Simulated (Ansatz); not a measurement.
# ClH3O2Sn: shift of H6 from Sn2 to O1, part 2 of 2

How high is the barrier for the shift of H6 from Sn2 to O1? Relax the two ends, then run a nudged elastic band between them. SMILES of the start: [OH][SnH]([OH])[Cl].

Ansatz 0.2.0; RKS PBE-D4/def2-SVPD.

### Step 6. Images and barrier

The 7 inner images lie between the fixed ends 0 and 8. Energy is taken from image 0, and the path length is the program's own coordinate along the band.

| image | path (Å) | energy (eV) | H6–Sn2 (Å) | H6–O1 (Å) | band force (eV/Å) |
| --- | --- | --- | --- | --- | --- |
| 0 | 0.000 | 0.0000 | 1.71 | 3.11 | - |
| 1 | 0.723 | 0.0395 | 1.71 | 3.06 | 0.000 |
| 2 | 1.446 | 0.4626 | 1.71 | 2.48 | 0.000 |
| 3* | 2.168 | 1.3789 | 1.78 | 1.68 | 0.001 |
| 4 | 3.087 | -0.8765 | 2.50 | 0.98 | 0.002 |
| 5 | 4.005 | -1.1834 | 3.04 | 0.97 | 0.004 |
| 6 | 4.923 | -1.1951 | 3.28 | 0.97 | 0.014 |
| 7 | 5.841 | -1.2839 | 2.90 | 0.98 | 0.007 |
| 8 | 6.759 | -1.3205 | 2.46 | 1.01 | - |

The star marks the climbing image.

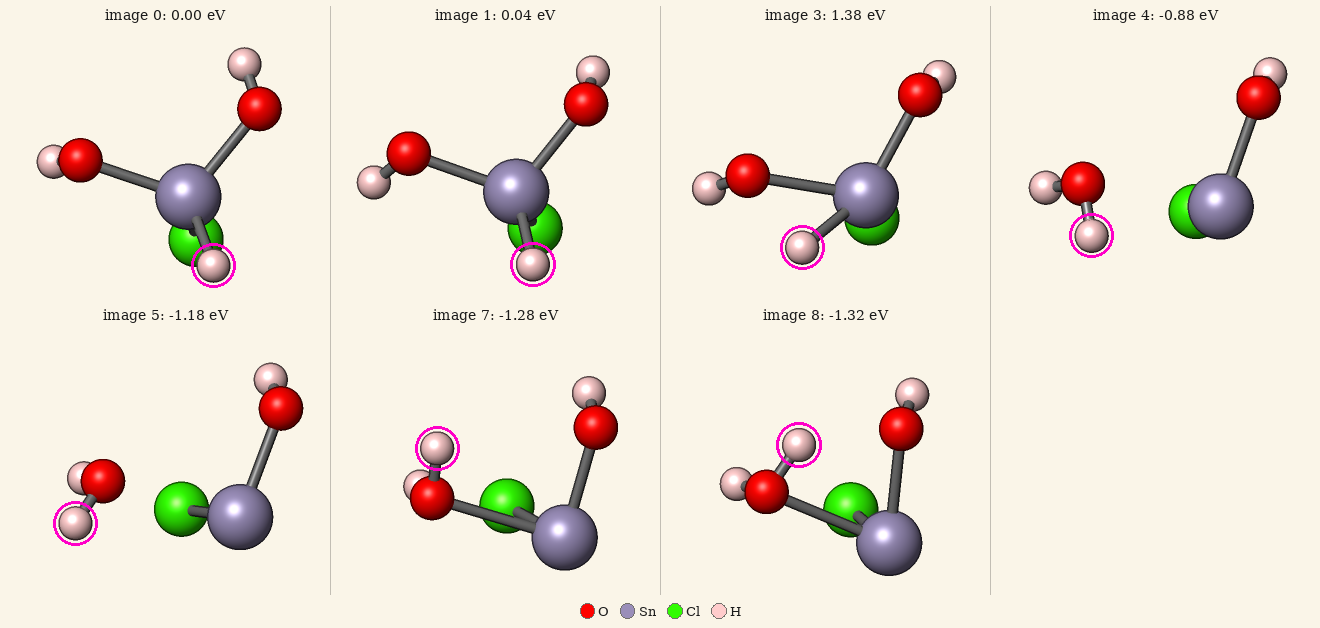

The images of the last band, seen from a free direction. Ringed: H6. Sticks join atoms closer than a bonding distance in each image.

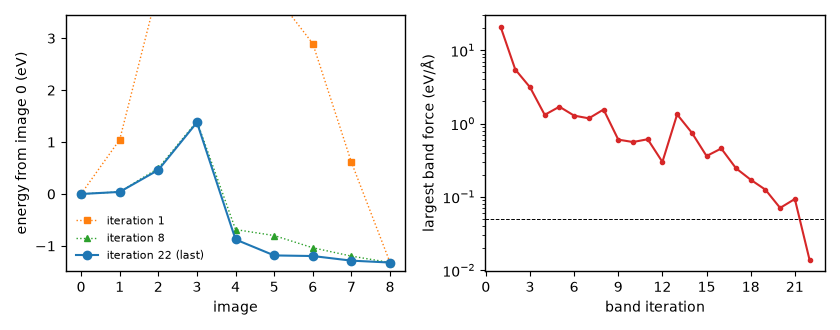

Left: energy of each image for early iterations and the last one (lines only join the points; early values far above the last band run off the scale). Right: the largest band force by iteration, with the threshold dashed.

The top of the band by iteration:

| iteration | highest image above image 0 (eV) | largest band force (eV/Å) |
| --- | --- | --- |
| 1 | 6.2405 | 20.950 |
| 3 | 1.4942 | 3.126 |
| 5 | 1.3691 | 1.695 |
| 7 | 1.4317 | 1.176 |
| 9 | 1.3637 | 0.603 |
| 11 | 1.3244 | 0.610 |
| 13 | 1.3822 | 1.330 |
| 15 | 1.3792 | 0.360 |
| 17 | 1.3790 | 0.245 |
| 19 | 1.3789 | 0.125 |
| 21 | 1.3789 | 0.093 |
| 22 | 1.3789 | 0.014 |

Positions of all images (Å):

```xyz
7
image=0 dE=0.0000
O    -0.316    1.610   -0.586
Sn   -0.107   -0.052    0.522
O     1.671   -0.884    0.129
Cl   -1.851   -1.499   -0.222
H    -1.007    1.486   -1.265
H    -0.162    0.239    2.205
H     1.832   -0.968   -0.829
7
image=1 dE=0.0395
O    -0.274    1.602   -0.712
Sn   -0.068   -0.031    0.437
O     1.751   -0.785    0.098
Cl   -1.660   -1.643   -0.310
H    -1.207    1.761   -0.946
H    -0.243    0.369    2.093
H     1.762   -1.341   -0.705
7
image=2 dE=0.4626
O    -0.285    1.658   -0.498
Sn   -0.013   -0.108    0.438
O     1.791   -0.846   -0.035
Cl   -1.511   -1.784   -0.375
H    -1.214    1.805   -0.744
H    -0.404    0.803    1.825
H     1.696   -1.596   -0.657
7
image=3 dE=1.3789
O    -0.313    1.655   -0.195
Sn    0.032   -0.309    0.624
O     1.820   -0.924   -0.070
Cl   -1.536   -1.792   -0.441
H    -1.131    1.809   -0.711
H    -0.516    1.191    1.402
H     1.705   -1.698   -0.655
7
image=4 dE=-0.8765
O    -0.312    1.650    0.013
Sn    0.080   -0.656    0.949
O     1.832   -1.062    0.007
Cl   -1.521   -1.736   -0.590
H    -1.037    1.746   -0.638
H    -0.710    1.717    0.911
H     1.729   -1.728   -0.697
7
image=5 dE=-1.1834
O    -0.202    1.509    0.053
Sn    0.046   -0.760    1.181
O     1.734   -1.294    0.175
Cl   -1.557   -1.268   -0.678
H    -0.821    1.235   -0.659
H    -0.704    2.133    0.609
H     1.565   -1.624   -0.728
7
image=6 dE=-1.1951
O    -0.535    1.430    0.238
Sn   -0.169   -0.848    1.249
O     1.619   -1.280    0.357
Cl   -1.536   -1.235   -0.819
H    -0.834    1.166   -0.658
H    -0.007    2.242    0.165
H     1.523   -1.544   -0.577
7
image=7 dE=-1.2839
O    -0.486    1.450    0.186
Sn   -0.328   -0.766    1.311
O     1.527   -0.934    0.447
Cl   -1.600   -1.252   -0.802
H    -0.954    1.065   -0.592
H     0.419    1.644   -0.128
H     1.484   -1.276   -0.467
7
image=8 dE=-1.3205
O    -0.339    1.426    0.183
Sn   -0.475   -0.730    1.295
O     1.391   -0.520    0.348
Cl   -1.631   -1.539   -0.743
H    -0.911    1.371   -0.608
H     0.543    1.032   -0.095
H     1.485   -1.107   -0.425
```

### Step 7. Frequencies at the highest image

The geometry is the highest inner image of the first converged band.

Input file input.yaml:

```yaml
crystal:
  periodic: [false, false, false]
  atoms:
    - { symbol: O, position_ang: [-0.31277, 1.655222, -0.195243] }
    - { symbol: Sn, position_ang: [0.03223, -0.308539, 0.624441] }
    - { symbol: O, position_ang: [1.820172, -0.923842, -0.069773] }
    - { symbol: Cl, position_ang: [-1.536346, -1.791842, -0.440541] }
    - { symbol: H, position_ang: [-1.131057, 1.808525, -0.711166] }
    - { symbol: H, position_ang: [-0.516143, 1.190636, 1.401563] }
    - { symbol: H, position_ang: [1.705213, -1.698261, -0.655083] }
basis:
  gaussian: { orbitals: def2-SVPD }
hamiltonian:
  xc: pbe
  dispersion: d4
phonons: {}
```

Run with:

```bash
$ ansatz run input.yaml --threads 2 --pin off --max-ram 3072MiB --backend cpu --events-out ev --progress --plain --runs-dir out
```

The log of the run, cut to the lines that bear on the results:

```text
Warning: RAYON_NUM_THREADS=2 ignored (pool sized by the plan → 2); use --threads N
[...]
Functional definition: PBE
[...]
1191 factors; their error is unknown
[...]
mean field -22481.43664922 eV, -826.1775583938 hartree, gradient 5.3e-5 eV, S^2 0.000000; 0 other end points of the search recorded, 0 dependent functions left out
[...]
reference -22481.43669910 eV, -826.1775602269 hartree; 29, 29 occupied and 100, 100 virtual orbitals, 1191 factors
[...]
1191 factors; their error is unknown
mean field -22481.43667019 eV, -826.1775591642 hartree, gradient 1.9e-6 eV, S^2 0.000000; 0 other end points of the search recorded, 0 dependent functions left out
[...]
reference -22481.43672006 eV, -826.1775609972 hartree; 29, 29 occupied and 100, 100 virtual orbitals, 1191 factors
[...]
1191 factors; their error is unknown
mean field -22481.43659861 eV, -826.1775565338 hartree, gradient 2.1e-6 eV, S^2 0.000000; 0 other end points of the search recorded, 0 dependent functions left out
[...]
```

### Step 8. The log goes on: vibrations at the highest image of the band

The log, continued, cut to the lines that bear on the results:

```text
reference -22481.43664849 eV, -826.1775583668 hartree; 29, 29 occupied and 100, 100 virtual orbitals, 1191 factors
[...]
1191 factors; their error is unknown
mean field -22481.43667170 eV, -826.1775592199 hartree, gradient 2.2e-6 eV, S^2 0.000000; 0 other end points of the search recorded, 0 dependent functions left out
[...]
reference -22481.43672158 eV, -826.1775610531 hartree; 29, 29 occupied and 100, 100 virtual orbitals, 1191 factors
[...]
1191 factors; their error is unknown
[...]
WARN: phonons: modes at or below zero, which the zero-point energy, F, S and C_V leave out: 1, the lowest at -1048.13 cm⁻¹. A minimum has none, and a first-order saddle one
[...]
Atom 3 at    -1.536346    -1.791842    -0.440541 Å, force    -0.000154     0.000113     0.000068 eV/Å
Atom 4 at    -1.131057     1.808525    -0.711166 Å, force     0.000080     0.000082     0.000004 eV/Å
Atom 5 at    -0.516143     1.190636     1.401563 Å, force     0.000099     0.000022     0.000079 eV/Å
Atom 6 at     1.705213    -1.698261    -0.655083 Å, force     0.000215     0.000087    -0.000024 eV/Å
Dipole moment:    -0.174542    -0.000437     0.221409 e Å
Vibrations: -1048.13 92.97 120.06 143.86 224.84 285.12 332.87 476.50 552.46 568.46 728.60 846.92 1666.30 3672.57 3697.84 cm⁻¹, zero-point energy 0.831275 eV
```

It took 28 s on 2 threads of AMD EPYC 9R45 (Zen 5), shared host; peak memory 0.18 GiB.

Of 15 modes, 1 is imaginary by more than 30 cm⁻¹ (1048i cm⁻¹).

### Step 9. Dynamics from the top

It starts at the highest inner image of the first converged band: 200 steps of 0.5 fs at constant energy, with velocities drawn for 300 K.

input.yaml: that of step 7 with these lines changed.

```diff
@@ -15,2 +15,8 @@
   dispersion: d4
-phonons: {}
+md:
+  timestep: 0.5
+  n_steps: 200
+  ensemble: nve
+  temperature: 300.0
+  initial_velocities: maxwell_boltzmann
+  seed: 12086
```

Run with:

```bash
$ ansatz run input.yaml --threads 2 --pin off --max-ram 3072MiB --backend cpu --events-out ev --progress --plain --runs-dir out
```

The log of the run, cut to the lines that bear on the results:

```text
Warning: RAYON_NUM_THREADS=2 ignored (pool sized by the plan → 2); use --threads N
[...]
[... 1 set-up line as earlier in the session ...]
[...]
1191 factors; their error is unknown
[...]
mean field -22481.43664922 eV, -826.1775583938 hartree, gradient 5.3e-5 eV, S^2 0.000000; 0 other end points of the search recorded, 0 dependent functions left out
[...]
reference -22481.43669910 eV, -826.1775602269 hartree; 29, 29 occupied and 100, 100 virtual orbitals, 1191 factors
[...]
md step    45: t =    22.50 fs  T =  1860.5 K  F+E_penalty+E_count = -22482.59236774 eV  E_kin = 1.202428 eV  conserved = -22481.38993933 eV  (31 SCF iters, 3 dispersion substeps)
[...]
md step    59: t =    29.50 fs  T =  1545.5 K  F+E_penalty+E_count = -22482.38875635 eV  E_kin = 0.998841 eV  conserved = -22481.38991511 eV  (32 SCF iters, 3 dispersion substeps)
md step    60: t =    30.00 fs  T =  1514.9 K  F+E_penalty+E_count = -22482.36909406 eV  E_kin = 0.979081 eV  conserved = -22481.39001325 eV  (32 SCF iters, 3 dispersion substeps)
```

### Step 10. The output, continued: dynamics from the highest image of the converged band

The log, continued, cut to the lines that bear on the results:

```text
md step    61: t =    30.50 fs  T =  1478.0 K  F+E_penalty+E_count = -22482.34531474 eV  E_kin = 0.955209 eV  conserved = -22481.39010609 eV  (31 SCF iters, 3 dispersion substeps)
[...]
md step    80: t =    40.00 fs  T =   259.9 K  F+E_penalty+E_count = -22481.55745341 eV  E_kin = 0.167981 eV  conserved = -22481.38947291 eV  (32 SCF iters, 3 dispersion substeps)
[...]
md step   118: t =    59.00 fs  T =  2030.5 K  F+E_penalty+E_count = -22482.70237804 eV  E_kin = 1.312293 eV  conserved = -22481.39008518 eV  (31 SCF iters, 3 dispersion substeps)
[...]
md step   137: t =    68.50 fs  T =   891.9 K  F+E_penalty+E_count = -22481.96595466 eV  E_kin = 0.576417 eV  conserved = -22481.38953757 eV  (34 SCF iters, 3 dispersion substeps)
md step   138: t =    69.00 fs  T =   853.7 K  F+E_penalty+E_count = -22481.94133022 eV  E_kin = 0.551771 eV  conserved = -22481.38955924 eV  (33 SCF iters, 3 dispersion substeps)
```

### Step 11. More of the same log: dynamics from the highest image of the converged band

Output, continued, cut to the lines that bear on the results:

```text
md step   139: t =    69.50 fs  T =   818.6 K  F+E_penalty+E_count = -22481.91866037 eV  E_kin = 0.529038 eV  conserved = -22481.38962231 eV  (32 SCF iters, 3 dispersion substeps)
[...]
md step   154: t =    77.00 fs  T =   164.3 K  F+E_penalty+E_count = -22481.49532981 eV  E_kin = 0.106195 eV  conserved = -22481.38913457 eV  (34 SCF iters, 3 dispersion substeps)
[...]
Atom 3 at    -1.624338    -1.766532    -0.399891 Å, force     0.141465     0.098775     0.050766 eV/Å
Atom 4 at    -1.025736     1.757699    -0.407546 Å, force    -0.635550     0.197161    -0.031080 eV/Å
Atom 5 at    -0.046787    -0.790207     2.390920 Å, force    -0.073301     0.569304    -1.129143 eV/Å
Atom 6 at     2.262965    -1.393225     0.187353 Å, force     0.113060    -0.123026     0.041106 eV/Å
Dipole moment:    -0.075419    -0.012648     0.514761 e Å
```

Wall time 3.5 min (2 threads of AMD EPYC 9R45 (Zen 5), shared host); peak memory 0.18 GiB.

### Step 12. The trajectory

One step in 15; energies are changes from step 0:

| time (fs) | T (K) | potential energy change (meV/atom) | total energy change (meV/atom) | H6–Sn2 (Å) | H6–O1 (Å) |
| --- | --- | --- | --- | --- | --- |
| 0.0 | 300 | 0.0 | 0.00 | 1.78 | 1.68 |
| 7.5 | 412 | -10.3 | 0.04 | 1.79 | 1.96 |
| 15.0 | 1405 | -102.0 | -0.01 | 1.73 | 2.53 |
| 22.5 | 1860 | -144.1 | -0.06 | 1.93 | 3.35 |
| 30.0 | 1515 | -112.2 | -0.07 | 1.85 | 3.63 |
| 37.5 | 375 | -6.8 | 0.07 | 1.65 | 3.53 |
| 45.0 | 477 | -16.3 | 0.02 | 1.82 | 3.71 |
| 52.5 | 1678 | -127.3 | -0.04 | 1.77 | 3.59 |
| 60.0 | 1937 | -151.2 | -0.06 | 1.85 | 3.23 |
| 67.5 | 979 | -62.7 | -0.01 | 1.90 | 2.65 |
| 75.0 | 253 | 4.4 | 0.04 | 1.63 | 2.07 |
| 82.5 | 368 | -6.2 | 0.01 | 1.83 | 2.19 |
| 90.0 | 1222 | -85.2 | -0.02 | 1.84 | 2.65 |
| 97.5 | 2109 | -167.1 | -0.09 | 1.77 | 3.26 |
| 100.0 | 1935 | -151.0 | -0.07 | 1.85 | 3.48 |

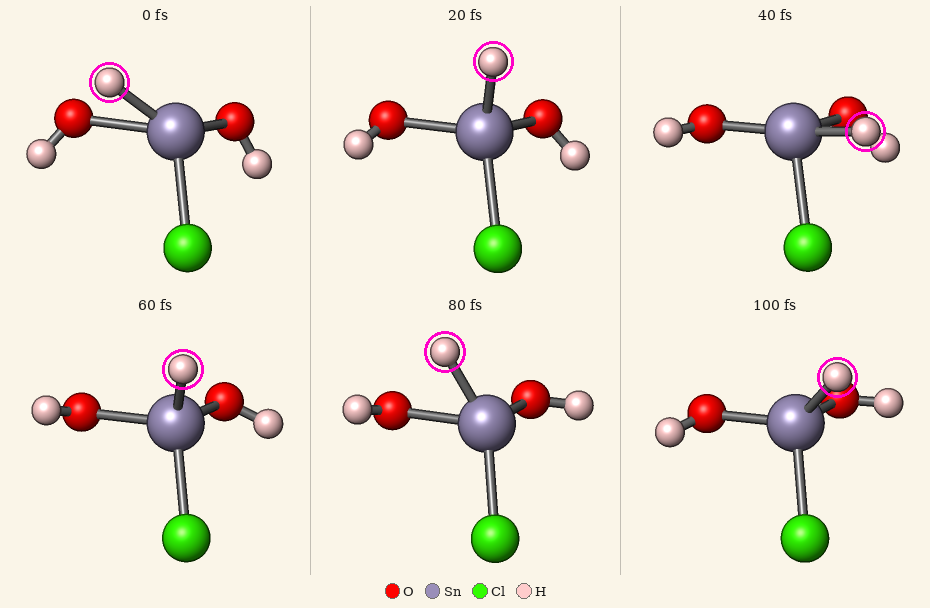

Six frames of the run, seen from a chosen angle. Sticks join atoms within a bonding distance in each frame.

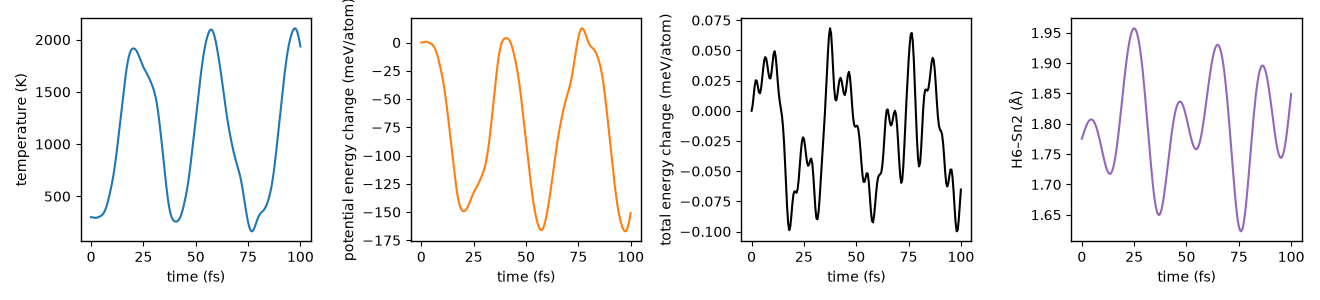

Time series of the run, each on its own scale.

The last frame stands with the bonds of end A.

### Step 13. A trajectory let go at the top

It starts at the highest inner image of the first converged band: 200 steps of 0.5 fs at constant energy, with velocities drawn for 100 K.

input.yaml: that of step 9 with these lines changed.

```diff
@@ -19,4 +19,4 @@
   ensemble: nve
-  temperature: 300.0
+  temperature: 100.0
   initial_velocities: maxwell_boltzmann
-  seed: 12086
+  seed: 12087
```

Run with:

```bash
$ ansatz run input.yaml --threads 2 --pin off --max-ram 3072MiB --backend cpu --events-out ev --progress --plain --runs-dir out
```

The log of the run, cut to the lines that bear on the results:

```text
Warning: RAYON_NUM_THREADS=2 ignored (pool sized by the plan → 2); use --threads N
[...]
[... 1 set-up line as earlier in the session ...]
[...]
1191 factors; their error is unknown
[...]
mean field -22481.43664922 eV, -826.1775583938 hartree, gradient 5.3e-5 eV, S^2 0.000000; 0 other end points of the search recorded, 0 dependent functions left out
[...]
reference -22481.43669910 eV, -826.1775602269 hartree; 29, 29 occupied and 100, 100 virtual orbitals, 1191 factors
[...]
md step    75: t =    37.50 fs  T =  2893.7 K  F+E_penalty+E_count = -22483.39445351 eV  E_kin = 1.870210 eV  conserved = -22481.52424383 eV  (32 SCF iters, 3 dispersion substeps)
[...]
md step   100: t =    50.00 fs  T =  2387.1 K  F+E_penalty+E_count = -22483.04787571 eV  E_kin = 1.542758 eV  conserved = -22481.50511753 eV  (31 SCF iters, 3 dispersion substeps)
md step   101: t =    50.50 fs  T =  2331.8 K  F+E_penalty+E_count = -22483.01172812 eV  E_kin = 1.507070 eV  conserved = -22481.50465857 eV  (31 SCF iters, 3 dispersion substeps)
```

### Step 14. The log goes on: dynamics from the highest image of the converged band

Output, continued, cut to the lines that bear on the results:

```text
md step   102: t =    51.00 fs  T =  2718.6 K  F+E_penalty+E_count = -22483.28344885 eV  E_kin = 1.757017 eV  conserved = -22481.52643191 eV  (31 SCF iters, 3 dispersion substeps)
[...]
md step   126: t =    63.00 fs  T =  3073.9 K  F+E_penalty+E_count = -22483.51057190 eV  E_kin = 1.986661 eV  conserved = -22481.52391082 eV  (31 SCF iters, 3 dispersion substeps)
[...]
Atom 3 at    -1.510470    -1.754964    -0.613569 Å, force     0.169126     0.182113     0.294420 eV/Å
Atom 4 at    -1.495936     2.945582    -1.268310 Å, force    -0.859137     0.008220    -0.338426 eV/Å
Atom 5 at    -0.280500     2.658914    -0.638439 Å, force     5.660963    -9.406120     8.541629 eV/Å
Atom 6 at     1.382025    -1.288429    -1.235292 Å, force    -0.024807     0.113283     0.055394 eV/Å
Dipole moment:    -0.075993    -0.105933     0.612537 e Å
```

Run time: 3.4 min. Hardware: 2 threads of AMD EPYC 9R45 (Zen 5), shared host; peak memory 0.18 GiB.

### Step 15. The trajectory

The trajectory, every 11 steps (energies from step 0):

| time (fs) | T (K) | potential energy change (meV/atom) | total energy change (meV/atom) | H6–Sn2 (Å) | H6–O1 (Å) |
| --- | --- | --- | --- | --- | --- |
| 0.0 | 100 | 0.0 | 0.00 | 1.78 | 1.68 |
| 5.5 | 59 | 3.8 | 0.02 | 1.72 | 1.65 |
| 11.0 | 48 | 4.8 | 0.01 | 1.80 | 1.66 |
| 16.5 | 47 | 4.9 | 0.02 | 1.83 | 1.63 |
| 22.0 | 230 | -11.9 | 0.06 | 1.79 | 1.46 |
| 27.5 | 1982 | -175.2 | -1.47 | 1.96 | 1.00 |
| 33.0 | 1840 | -160.5 | 0.11 | 2.71 | 1.21 |
| 38.5 | 3273 | -295.9 | -2.86 | 2.98 | 0.96 |
| 44.0 | 2079 | -182.4 | 0.31 | 3.60 | 1.22 |
| 49.5 | 2871 | -257.2 | -1.34 | 3.51 | 0.87 |
| 55.0 | 1870 | -163.0 | 0.38 | 3.95 | 1.25 |
| 60.5 | 2323 | -202.3 | 2.89 | 3.61 | 0.83 |
| 66.0 | 1904 | -166.2 | 0.41 | 3.74 | 1.23 |
| 71.5 | 2782 | -249.9 | -2.34 | 3.38 | 0.89 |
| 77.0 | 2234 | -196.8 | 0.18 | 3.32 | 1.18 |
| 82.5 | 3051 | -274.3 | -1.84 | 3.31 | 1.01 |
| 88.0 | 2981 | -267.4 | -1.37 | 3.29 | 1.04 |
| 93.5 | 2204 | -194.2 | 0.06 | 3.14 | 1.16 |
| 99.0 | 2830 | -255.3 | -3.25 | 3.50 | 0.89 |
| 100.0 | 1814 | -155.3 | 2.94 | 3.60 | 0.82 |

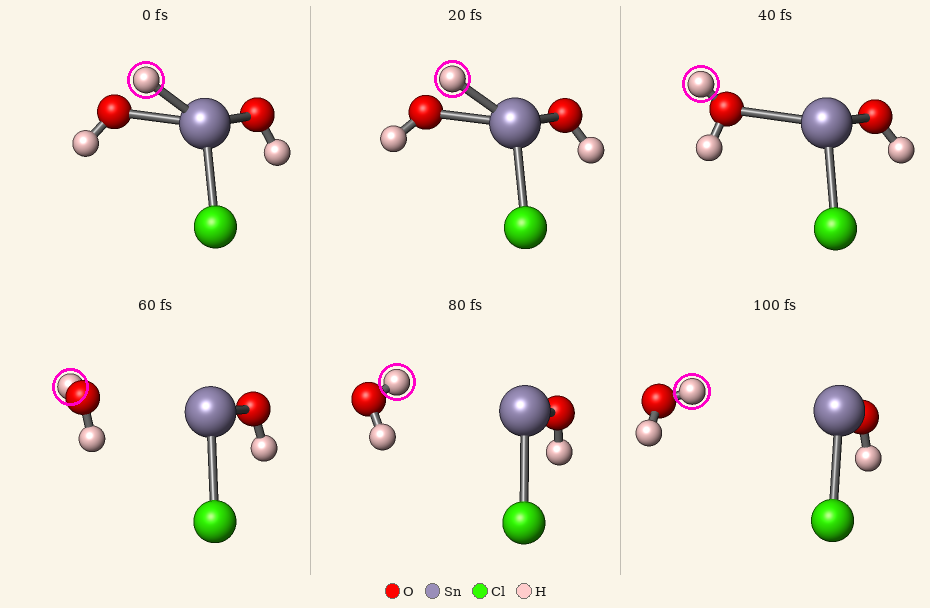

Six frames of the run, seen from a chosen angle. Sticks join atoms within a bonding distance in each frame.

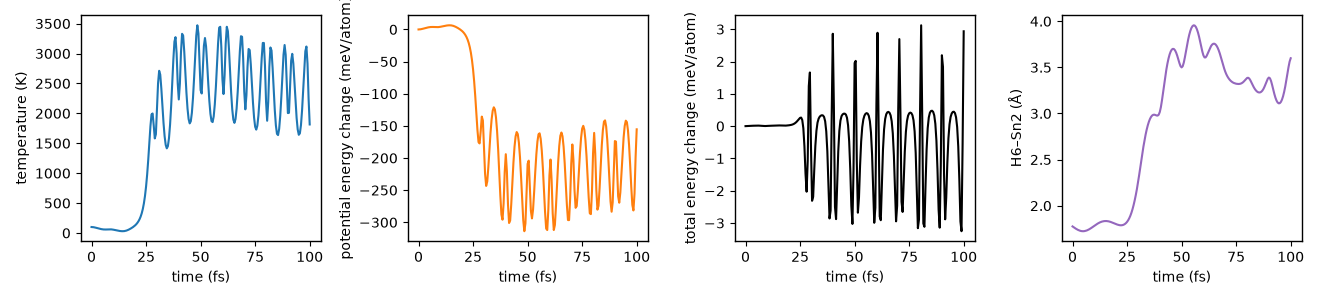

Time series of the run, each on its own scale.

Bonds that form or break, judged by distance (formed within 1.15 times the sum of covalent radii and held on average over 12 fs, broken when stretched by half; pairs already stretched at the start don't count as bonds):

| time (fs) | bond | event |
| --- | --- | --- |
| 27.0 | O1–H6 | forms |
| 32.0 | Sn2–H6 | breaks |
| 61.0 | O1–Sn2 | breaks |

The last frame stands with a bonding of neither end.

### Step 16. Summary of results

This closing draws on all 2 parts.

```
                         quantity                                     value
                            end A                  10 moves, 0.334 eV lower
                            end B                  17 moves, 3.324 eV lower
                 barrier forwards                                  1.379 eV
                barrier backwards                                  2.699 eV
     second end relative to first                                 -1.321 eV
                    highest image                     3 of 0 to 8, climbing
                  band iterations                                        22
       imaginary modes at the top                                1048i cm⁻¹
trajectory at 300 K, after 100 fs        with the bonds of end A, at 1935 K
trajectory at 100 K, after 100 fs  with a bonding of neither end, at 1814 K
```

In words: Along this path the system climbs 1.38 eV from the first end (53 kT at 300 K). Going back costs 2.70 eV, since the second end is 1.32 eV below the first. By distance, end A alone has Sn2–H6 and end B alone has O1–H6. One imaginary mode, as a first-order saddle point has. These are electronic energies, with no zero-point or thermal terms. Tunnelling, which matters where hydrogen moves, is missing too. Semilocal functionals tend to give barriers that are too low.
